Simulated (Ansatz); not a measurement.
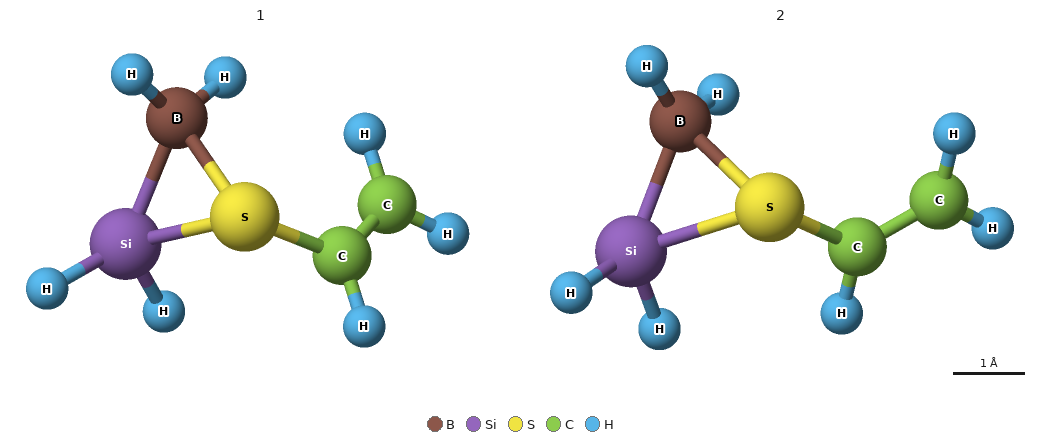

Two geometries of C$_{2}$H$_{7}$BSSi, drawn at one scale. One is the start of a relaxation, the other its converged end. Style: ball-and-stick. Shown at a tilt.

Computed with RKS PBE0-D4/def2-TZVP in Ansatz 0.2.0. Set-up: force threshold 0.005 eV/Å; at most 150 steps.

### Which of the two is the end point?

Structure 1 is the relaxed one. The start comes from PBE-D4/def2-SVP. Over 25 geometry steps the energy falls by 0.143 eV. The largest force component goes from 0.52 to 0.0016 eV/Å. The largest move after the best rigid fit is that of an H atom, 1.49 Å. By element the largest moves are H 1.49 Å, C 0.56 Å, Si 0.33 Å, B 0.32 Å, S 0.25 Å. Among the contacts that change: B–S 2.055 → 1.999 Å, S–Si 2.291 → 2.248 Å, C–S 1.791 → 1.767 Å, H–Si 1.506 → 1.483 Å. Bond angles that change, for instance: S–C–C 121.7° → 125.3°, S–C–H 116.0° → 112.6°, S–B–H 110.7° → 114.1°. Groups turn about C–S by about 65°. The run took 77 s on 4 threads of Intel Xeon Platinum 8488C, with other jobs on the host.
